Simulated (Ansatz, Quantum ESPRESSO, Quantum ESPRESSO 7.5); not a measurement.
## Nb2COF MXene, 1 layer in an electric field

How does Nb2COF MXene, 1 layer respond to a gate-like field without added charge?

Method: plane-wave DFT, PBE, GBRV ultrasoft pseudopotentials (geometry and cross-check by Ansatz 0.2.0 with PAW datasets; geometry under PBE), in Quantum ESPRESSO 7.5.

**1. Set-up**

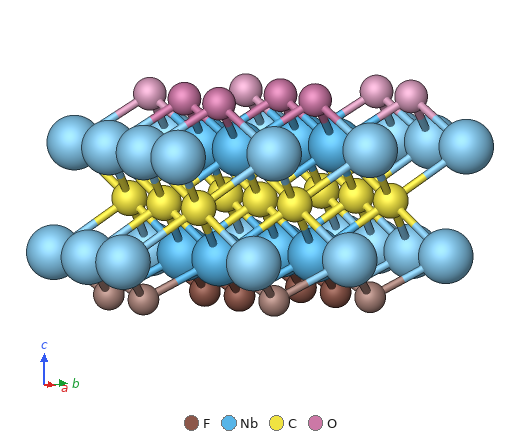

The starting structure, seen from the side, with the c axis up (fluorine brown, niobium blue, carbon yellow, oxygen pink). 2×2×1 cells are drawn. Some periodic images of atoms are drawn too.

The cell holds 5 atoms: 1 F, 2 Nb, 1 C and 1 O. Its edges and angles: a = 3.151 Å, b = 3.151 Å, c = 21.543 Å, α = 90.0°, β = 90.0°, γ = 120.0°. It derives from Nb2COF. Vacuum lies along c.

This run has no spin polarisation although its electron count is odd. A spin-polarised state was not tried and may lie lower.

**2. Relaxation with Ansatz**

The geometry comes first, from a plane-wave PAW code, so that the later runs on this slab share one structure.

The input, input.yaml:

```yaml
crystal:
  lattice:
    - [3.150576, 0.0, 0.0]
    - [-1.575288, 2.7284788526, 0.0]
    - [0.0, 0.0, 21.5426923708]
  atoms:
    - { symbol: F, position: [0.3333333333, 0.6666666667, 0.3945653521] }
    - { symbol: Nb, position: [0.6666666667, 0.3333333333, 0.438046439] }
    - { symbol: C, position: [0.0, 0.0, 0.4957520094] }
    - { symbol: Nb, position: [0.3333333333, 0.6666666667, 0.5534575798] }
    - { symbol: O, position: [0.6666666667, 0.3333333333, 0.6054346479] }
kpoints:
  mp_grid: { grid: [12, 12, 1] }
hamiltonian:
  xc: pbe
scf:
  occupations: { method: fermi_dirac, width: 0.05 }
  convergence: { dr2_threshold: 1.0e-08 }
efield:
  axis: 3
  dipole_correction: true
  ramp_position: 0.97
  ramp_width: 0.04
relax:
  f_tol: 0.01
  cell: { fix: [c, alpha, beta] }
output:
  write_potential: true
  write_density: true
  volumetric_format: npy
```

Started as:

```sh
ansatz run input.yaml --threads 4 --pin off --max-ram 8192MiB --backend cpu --events-out ev --progress --plain --runs-dir out
```

Numbers of over 12 decimals in the logs are rounded to 6 here.

Log:

```text
Warning: relax.cell: scf.convergence.dr2_threshold = 1e-8 eV is looser than the 5e-10 eV advised for a relaxation that steers and ends on the stress (1e-10 eV for each atom of the cell: 5). What an SCF threshold leaves in a stress goes as its square root, and in the free energy as the threshold itself, and one threshold admits the most on a small cell: [figures from the program's tests cut] Set scf.convergence.dr2_threshold to 5e-10 eV or tighter. The threshold is an SCF's pass mark: one that does not reach it within its budget of iterations ends unconverged, or closes short of it on a stop that the run arms, and scf.convergence.dr2_threshold's page says what that costs each kind of run
Engine: ansatz 0.2.0, aarch64-unknown-linux-gnu
Pseudopotentials: kind: paw
Pseudopotential: F, paw, valence charge 7, recommended cutoff 420 eV (normal), F.paw.azcp
Pseudopotential: Nb, paw, valence charge 13, recommended cutoff 420 eV (normal), Nb.paw.azcp
Pseudopotential: C, paw, valence charge 4, recommended cutoff 420 eV (normal), C.paw.azcp
Pseudopotential: O, paw, valence charge 6, recommended cutoff 420 eV (normal), O.paw.azcp
Functional definition: PBE
  parameter kappa = 0.804
  parameter beta = 0.066725
  exchange = pbe_x(kappa = kappa, mu = beta*pi^2/3)
  correlation = pbe_c(beta = beta)
Crystal: 5 atoms, lattice volume = 185.187 Å³
Basis set: ecut = 420 eV, 3611 PW (Γ), exchange–correlation on 48×48×288 points (8 copies of the dense FFT grid, shifted against one another)
Bands: 27, of which v1, the nominal top of the filled ones, is band 22 counted from 1 (21 counted from 0)
Symmetry: 6 space group operations
Space group: P3m1 (ITA 156), of the structure as read, at distance tolerance 5.7e-5 Å
k-points: 19 of 144 (time reversal used)
Non-local potential: F, projectors of the file, l = 0: 2, l = 1: 2, l = 2: 1
Non-local potential: Nb, projectors of the file, l = 0: 3, l = 1: 2, l = 2: 2, l = 3: 1
Non-local potential: C, projectors of the file, l = 0: 2, l = 1: 2, l = 2: 1
Non-local potential: O, projectors of the file, l = 0: 2, l = 1: 2, l = 2: 1
PAW form: soft (Blöchl's): semilocal exchange-correlation on the pseudo side does not see the compensation charge
PAW one-centre angular grid: F, 110 points (default); XC on 64 Gauss nodes
PAW one-centre angular grid: Nb, 590 points (default); XC on 64 Gauss nodes
PAW one-centre angular grid: C, 110 points (default); XC on 64 Gauss nodes
PAW one-centre angular grid: O, 110 points (default); XC on 64 Gauss nodes
Initial density: superposition of atomic densities (neutral atoms: chi_scale 0, normalization atom), corrected by the library's trained network
Initial wavefunctions: pseudopotential atomic-orbital guess
Functional: x = pbe(κ = 0.804, μ = 0.219515), c = pbe(β = 0.066725)
SCF iter   1: F=—  HF=-10733.048663 eV  |F-HF|=—  |Δ(HF+E_count)|=         —  Δρ=6.20e-3  dr2=1.80e-1  ethr=1.77e-3  p=-0.171 e·Å  D=-1.67e-1 V/Å  ΔV_dip=3.59 eV  dr2_dipole=3.26e-3  V_vac-E_F(+/−)=5.75/2.16 eV  ⟨swp⟩=8.4  Hψ=3041  notcnv=0
efield: sawtooth ramp at fractional position 0.9700 (set: `efield.ramp_position`, or a place that a band, a saddle search or an elastic batch's reference lends), width 0.0400; the density the first Hamiltonian is built on has a dipole p = -0.171 e·Å; the dipole correction subtracts the counter field D = -1.67e-1 V/Å, which shifts the + side's vacuum level by +3.59 eV against the − side's; the planar-averaged density in the ramp window peaks in size at 3.4e-5 e/Å³
preconditioner: auto → LDOS  [insulator: Δε(μ)=0.180 eV  Ē_g=8.902 eV  σ=0.050 eV  W_gap=0.57  n_scr=14 (ndim 8)  ℏωp=13.6 eV  f_vac=0.669  D(μ)=2.23/eV (n_scr^D=10)  ε∞_Penn≈3.3  β→1.0]
SCF iter   2: F=—  HF=-10733.034462 eV  |F-HF|=—  |Δ(HF+E_count)|=   1.42e-2  Δρ=4.27e-3  dr2=5.72e-2  ethr=4.18e-4  p=-0.209 e·Å  D=-2.04e-1 V/Å  ΔV_dip=4.40 eV  dr2_dipole=6.15e-3  V_vac-E_F(+/−)=5.83/1.43 eV  ⟨swp⟩=2.9  Hψ=1032  notcnv=0
SCF iter   3: F=—  HF=-10733.028761 eV  |F-HF|=—  |Δ(HF+E_count)|=   5.70e-3  Δρ=1.23e-3  dr2=5.36e-3  ethr=1.33e-4  p=-0.205 e·Å  D=-2.00e-1 V/Å  ΔV_dip=4.31 eV  dr2_dipole=2.74e-4  V_vac-E_F(+/−)=5.93/1.62 eV  ⟨swp⟩=2.9  Hψ=909  notcnv=0
SCF iter   4: F=—  HF=-10733.027590 eV  |F-HF|=—  |Δ(HF+E_count)|=   1.17e-3  Δρ=5.22e-4  dr2=7.63e-4  ethr=1.25e-5  p=-0.213 e·Å  D=-2.08e-1 V/Å  ΔV_dip=4.47 eV  dr2_dipole=4.38e-6  V_vac-E_F(+/−)=5.91/1.44 eV  ⟨swp⟩=2.5  Hψ=843  notcnv=0
SCF iter   5: F=—  HF=-10733.027532 eV  |F-HF|=—  |Δ(HF+E_count)|=   5.74e-5  Δρ=1.38e-4  dr2=4.04e-5  ethr=1.77e-6  p=-0.215 e·Å  D=-2.10e-1 V/Å  ΔV_dip=4.52 eV  dr2_dipole=2.18e-6  V_vac-E_F(+/−)=5.91/1.39 eV  ⟨swp⟩=2.8  Hψ=872  notcnv=0
SCF iter   6: F=—  HF=-10733.027602 eV  |F-HF|=—  |Δ(HF+E_count)|=   6.94e-5  Δρ=3.76e-5  dr2=3.14e-6  ethr=9.39e-8  p=-0.215 e·Å  D=-2.10e-1 V/Å  ΔV_dip=4.52 eV  dr2_dipole=3.32e-7  V_vac-E_F(+/−)=5.91/1.39 eV  ⟨swp⟩=2.8  Hψ=984  notcnv=0
SCF iter   7: F=—  HF=-10733.027577 eV  |F-HF|=—  |Δ(HF+E_count)|=   2.45e-5  Δρ=1.36e-5  dr2=5.57e-7  ethr=7.30e-9  p=-0.215 e·Å  D=-2.10e-1 V/Å  ΔV_dip=4.52 eV  dr2_dipole=1.16e-7  V_vac-E_F(+/−)=5.91/1.39 eV  ⟨swp⟩=3.2  Hψ=1034  notcnv=0
SCF iter   8: F=—  HF=-10733.027578 eV  |F-HF|=—  |Δ(HF+E_count)|=   4.79e-7  Δρ=4.62e-6  dr2=6.10e-8  ethr=1.29e-9  p=-0.215 e·Å  D=-2.10e-1 V/Å  ΔV_dip=4.52 eV  dr2_dipole=4.84e-9  V_vac-E_F(+/−)=5.91/1.39 eV  ⟨swp⟩=2.4  Hψ=807  notcnv=0
SCF iter   9: F=-10733.027578 eV  HF=-10733.027578 eV  |F-HF|=5.51e-9  |Δ(HF+E_count)|=   2.74e-8  Δρ=1.02e-6  dr2=5.73e-9  ethr=2.33e-11  p=-0.214 e·Å  D=-2.10e-1 V/Å  ΔV_dip=4.51 eV  dr2_dipole=1.96e-9  V_vac-E_F(+/−)=5.91/1.40 eV  ⟨swp⟩=11.1  Hψ=4148  notcnv=0
SCF 1 converged in 9 iterations: F = -10733.027578 eV  dr2 = 5.73e-9
  greatest PAW one-centre occupation: 0.998 electrons in one spin orbital (limit 2), on the Nb atom at site 3 (counted from 0), in its partial waves of l = 0
relax step   1: F+E_penalty+E_count = -10733.02757771 eV  Δ(F+E_penalty+E_count) = +0.000e0 eV  max|allowed force component| = 7.036e0 eV/Å  Δτ_max = 0.0000 Å  P = +3.183 GPa  Ω = 185.187 Å³  fix = [c, alpha, beta]  reactions: c +1.290 GPa  (9 SCF iters, accepted)
Crystal: 5 atoms, lattice volume = 187.842 Å³
Basis set: ecut = 420 eV, 3695 PW (Γ), exchange–correlation on 48×48×288 points (8 copies of the dense FFT grid, shifted against one another)
Initial density: handed on by an earlier stage of this run
Initial wavefunctions: those handed on with the density
iter 1 solved again at ethr=1.73e-3 eV; its pass at ethr=3.10e-3 eV (dr2=7.46e-1 eV) is discarded
[...]
SCF 3 converged in 9 iterations: F = -10734.469770 eV  dr2 = 9.06e-10
relax step   3: F+E_penalty+E_count = -10734.46976977 eV  Δ(F+E_penalty+E_count) = -1.591e-1 eV  max|allowed force component| = 1.842e-1 eV/Å  Δτ_max = 0.1950 Å  P = +0.044 GPa  Ω = 182.411 Å³  energy of the carried Pulay correction = +2.701e-3 eV  fix = [c, alpha, beta]  reactions: c -0.652 GPa  (9 SCF iters, accepted)
[...]
relax step   4: F+E_penalty+E_count = -10734.47521232 eV  Δ(F+E_penalty+E_count) = -5.443e-3 eV  max|allowed force component| = 6.336e-2 eV/Å  Δτ_max = 0.0320 Å  P = -0.011 GPa  Ω = 184.147 Å³  energy of the carried Pulay correction = +1.006e-3 eV  fix = [c, alpha, beta]  reactions: c -0.058 GPa  (7 SCF iters, accepted)
[...]
relax step   5: F+E_penalty+E_count = -10734.47523788 eV  Δ(F+E_penalty+E_count) = -2.555e-5 eV  max|allowed force component| = 2.772e-2 eV/Å  Δτ_max = 0.0024 Å  P = +0.013 GPa  Ω = 184.239 Å³  energy of the carried Pulay correction = +9.174e-4 eV  fix = [c, alpha, beta]  reactions: c +0.004 GPa  (5 SCF iters, accepted)
[...]
relax step   6: F+E_penalty+E_count = -10734.47520310 eV  Δ(F+E_penalty+E_count) = +3.478e-5 eV  max|allowed force component| = 9.607e-3 eV/Å  Δτ_max = 0.0008 Å  P = -0.001 GPa  Ω = 184.302 Å³  energy of the carried Pulay correction = +8.567e-4 eV  fix = [c, alpha, beta]  reactions: c -0.003 GPa  (5 SCF iters, accepted)
Initial wavefunctions: pseudopotential atomic-orbital guess (no wavefunctions were taken with the density)
iter 1 solved again at ethr=5.82e-7 eV; its pass at ethr=3.10e-3 eV (dr2=2.50e-4 eV) is discarded
SCF iter   1: F=—  HF=-10734.474404 eV  |F-HF|=—  |Δ(HF+E_count)|=         —  Δρ=2.30e-5  dr2=1.42e-7  ethr=5.82e-7  p=-0.053 e·Å  D=-5.17e-2 V/Å  ΔV_dip=1.11 eV  dr2_dipole=3.54e-11  V_vac-E_F(+/−)=5.90/4.78 eV  ⟨swp⟩=4.1  Hψ=4574  notcnv=0
efield: sawtooth ramp at fractional position 0.9700 (set: `efield.ramp_position`, or a place that a band, a saddle search or an elastic batch's reference lends), width 0.0400; the density the first Hamiltonian is built on has a dipole p = -0.053 e·Å; the dipole correction subtracts the counter field D = -5.17e-2 V/Å, which shifts the + side's vacuum level by +1.11 eV against the − side's; the planar-averaged density in the ramp window peaks in size at 4.0e-7 e/Å³
eigensolver tolerance schedule: the retry pair's looser diagonalisation over-reported the residual by 1754.56 of it (diagonalisation noise at 0.49 of the residual, at the tolerance the schedule requests for it); recorded, not acted on — ethr = c·dr2/N_el stays at c = 1.0e-1
preconditioner: auto → LDOS  [metal: Δε(μ)=0.052 eV  Ē_g=8.527 eV  σ=0.050 eV  W_gap=0.25  n_scr=14 (ndim 8)  ℏωp=13.7 eV  f_vac=0.663  D(μ)=1.65/eV (n_scr^D=8)  β→1.0]
SCF iter   2: F=—  HF=-10734.474359 eV  |F-HF|=—  |Δ(HF+E_count)|=   4.57e-5  Δρ=9.60e-6  dr2=9.47e-8  ethr=3.31e-10  p=-0.053 e·Å  D=-5.17e-2 V/Å  ΔV_dip=1.11 eV  dr2_dipole=8.55e-11  V_vac-E_F(+/−)=5.90/4.78 eV  ⟨swp⟩=4.0  Hψ=1420  notcnv=0
SCF iter   3: F=-10734.474359 eV  HF=-10734.474359 eV  |F-HF|=3.77e-8  |Δ(HF+E_count)|=  2.29e-10  Δρ=2.46e-6  dr2=8.68e-9  ethr=2.33e-11  p=-0.053 e·Å  D=-5.17e-2 V/Å  ΔV_dip=1.11 eV  dr2_dipole=5.81e-12  V_vac-E_F(+/−)=5.90/4.78 eV  ⟨swp⟩=12.2  Hψ=4583  notcnv=0
SCF 7 converged in 3 iterations: F = -10734.474359 eV  dr2 = 8.68e-9
relax step   7: F+E_penalty+E_count = -10734.47435859 eV  Δ(F+E_penalty+E_count) = +8.445e-4 eV  max|allowed force component| = 9.513e-3 eV/Å  Δτ_max = 0.0000 Å  P = -0.002 GPa  Ω = 184.302 Å³  fix = [c, alpha, beta]  reactions: c +0.003 GPa  stress off target by 4.38e-3 GPa on what of the cell is left free  SCF on the basis re-selected at this cell (its energy is not comparable with the rows above)  (3 SCF iters)
basis re-selected at this cell: Δ(F+E_penalty+E_count) = +8.445e-4 eV, ΔP = -0.001 GPa vs the last step (what re-selecting the basis moved, of the pressure what is left beyond the Pulay correction that the steps carried, after the strain that the cell walked since its last selection, with what the two solves' SCF thresholds leave and, on support functions, any second-order correction that the steps lacked; it is no m [...]
WARN: The output density's exchange-correlation potential varies sharply where the density is thin. Do not read a vacuum level from v_tot or v_xc, or from such a field of the output density. On a cell that repeats whose density bears no net charge and no dipole along the vacuum's axis use v_es (v_loc + v_h of the components); under efield.dipole_correction with no amplitude use v_es + v_field, which holds any externa [...]
SCF converged after 3 iterations
Free energy (F): -10734.474359 eV
Harris-Foulkes:  -10734.474359 eV  (|F-HF|=3.77e-8)
Internal energy: -10734.461409 eV  (E = F + TS)
E sigma→0 (E₀):  -10734.467884 eV
Entropy (-TS):   -0.012949 eV (-2.590 meV/atom)
Fermi energy:    1.036310 eV
Dipole field:    D = -0.051700 V/Å  (p = -0.052657 e·Å, saw-weighted, corrected)
Work function:   Φ+ = 5.8965 eV   Φ− = 4.7827 eV
Levels:          The Fermi level and band energies are counted from a zero that moves with the ramp; work functions are not
--- Per-component energies (eV) ---
  E_band       = -776.373710
  E_kinetic    = 1260.416157
  E_local      = -39462.930314  (includes V_loc(G=0)·N_el)
  E_nonlocal   = 383.974464
  E_hartree    = 19023.095548
  E_xc         = -554.207783
  E_vxc        = -683.877037  (∫ρ·V_xc dr)
  E_paw        = -6602.380189  (= ΣΔE_a)
  E_vpaw       = -320.442396  (= ΣTr[D̂ρ^β])
  E_aug_tail   = 0.004496  (compensation charges beyond the density's cutoff)
  E_efield     = 0.001361  (sawtooth field / dipole correction)
  E_vefield    = 0.284532  (∫n·V_field dr)
  E_ewald      = 15217.564850
  E_smearing   = -0.012949  (= −TS)
  E_closure    = 0.000000  (closes the sum)
  Σ components = -10734.474359   (vs F -10734.474359, Δ=0.00e0)
--- Forces (eV/Å), atoms counted from 1 ---
  atom   1  F     -0.00000000    -0.00000000     0.00181980
  atom   2  Nb     0.00000000     0.00000000     0.00188634
  atom   3  C     -0.00000000    -0.00000000    -0.00950981
  atom   4  Nb     0.00000000     0.00000000     0.00229210
  atom   5  O      0.00000000     0.00000000     0.00352572
  max |Σ_I F_I| component: 1.42e-5 eV/Å
--- Stress (GPa, compression-positive) ---
       -0.004382       0.000000      -0.000000
        0.000000      -0.004382       0.000000
       -0.000000       0.000000       0.002789
  P = ⅓ Tr σ = -0.0020 GPa (-0.020 kbar)
--- Band table (eV; the first three rows and the last of 19) ---
  k-point 0: bands = [... 18 lower, -2.0868, -2.0868, 0.1840, 0.1840, 0.9836, 2.4831, 2.4831, 3.0918, ... 1 higher]
  k-point 1: bands = [... 18 lower, -2.1932, -2.1541, 0.0494, 0.3219, 1.0131, 2.4239, 2.6036, 3.1786, ... 1 higher]
  k-point 2: bands = [... 18 lower, -2.4065, -2.1585, -0.2559, 0.7149, 1.0651, 2.4603, 2.8322, 3.2995, ... 1 higher]
  k-point 18: bands = [... 18 lower, -2.8950, -2.8586, 0.8095, 1.1799, 1.8586, 2.7988, 3.3415, 3.8373, ... 1 higher]
--- Relaxed structure (6 steps of the walk, 6 accepted, 1 SCFs on fresh bases) ---
  F+E_penalty+E_count = -10734.47435859 eV   max|allowed force component| = 9.513e-3 eV/Å   (the final SCF, on the basis selected at the relaxed cell)
  cell:  # Å, volume = 184.3018 Å³
    - [3.143037, -2.790045115938646e-19, 0]
    - [-1.571518, 2.721950, 0]
    - [0, 0, 21.5426923708]
  atoms:
    - { symbol: F, position: [0.333333, 0.666667, 0.379879] }
    - { symbol: Nb, position: [0.666667, 0.333333, 0.445703] }
    - { symbol: C, position: [2.2018303151960196e-18, 0, 0.498652] }
    - { symbol: Nb, position: [0.333333, 0.666667, 0.556714] }
    - { symbol: O, position: [0.666667, 0.333333, 0.606308] }
```

Elapsed: 19 s, on 4 threads of Arm Neoverse V1, shared host; peak memory 0.51 GiB.

Relaxation path:

```csv
step,energy less that of the first step (eV),largest force component (eV/Å),pressure (GPa),volume (Å³)
1,0.0000,7.0358,3.18,185.19
2,-1.2831,1.3439,2.00,187.84
3,-1.4422,0.1842,0.04,182.41
4,-1.4476,0.0634,-0.01,184.15
5,-1.4477,0.0277,0.01,184.24
6,-1.4476,0.0096,0.00,184.30
7*,-1.4468,0.0095,0.00,184.30
```

Relaxation steps marked * repeat the geometry before them on a plane-wave basis chosen anew for their cell, so energy and pressure can jump there.

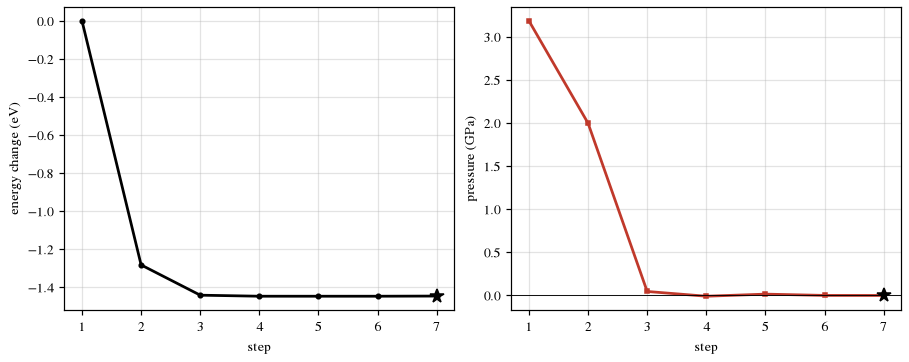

Energy and pressure along the relaxation. Stars mark steps on a basis chosen anew.

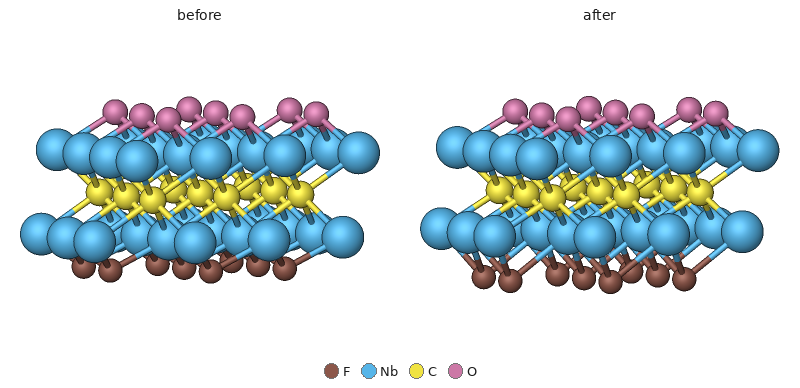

Before and after, at one scale.

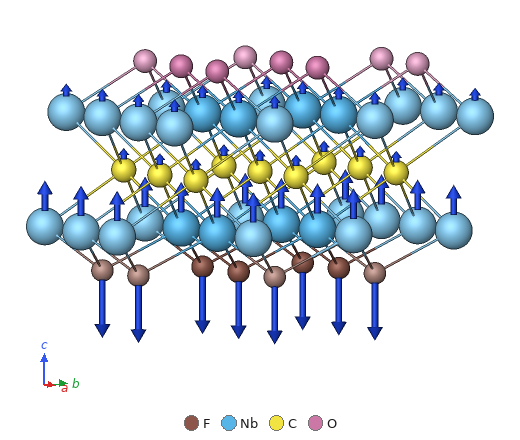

Displacements in the relaxation, exaggerated, measured against the changing cell; the longest in the cell stands for 0.32 Å. 2×2×1 cells are drawn. Some periodic images of atoms are drawn too.

```csv
cell as run,before,after,change
a (Å),3.151,3.143,-0.2 %
b (Å),3.151,3.143,-0.2 %
```

The atoms that moved most (Å, along periodic axes as changes of fractional coordinates times the final cell, across vacuum about the mean position):

```csv
atom,dx,dy,dz,length
F1,0.000,0.000,-0.316,0.316
Nb2,0.000,0.000,0.165,0.165
Nb4,0.000,0.000,0.070,0.070
C3,0.000,0.000,0.062,0.062
O5,0.000,0.000,0.019,0.019
```

Final coordinates:

```xyz
5
Lattice="3.1430 0.0000 0.0000 -1.5715 2.7219 0.0000 0.0000 0.0000 21.5427" Properties=species:S:1:pos:R:3
F     0.0000    1.8146    8.1836
Nb    1.5715    0.9073    9.6016
C     0.0000    0.0000   10.7423
Nb    0.0000    1.8146   11.9931
O     1.5715    0.9073   13.0615
```

This step gave:

| Property | Result |
| --- | --- |
| free energy | -10734.4744 eV |
| energy at zero smearing | -10734.4679 eV |
| smearing term TS | 0.01295 eV |
| Fermi energy | 1.036 eV |
| symmetry operations | 6 |
| work function of the upper face | 5.897 eV |
| work function of the lower face | 4.783 eV |
| dipole along the normal | -0.05266 e·Å |

(Part 1 of 6 ends here.)

[Logs are printed without paths, hosts, clocks, repeated set-up lines and the standing remarks that a program may print on its own settings, such as how far it seeks lower states.]

[Hosts, paths, dates, database ids (printed as entryN), source tags and the programs' standing remarks are cut or masked in the printed files.]

[Maps of the electrostatic potential energy from Ansatz leave out the sawtooth potential of an applied field or a dipole correction, so their vacuum need not be flat; planar profiles and work functions include it.]
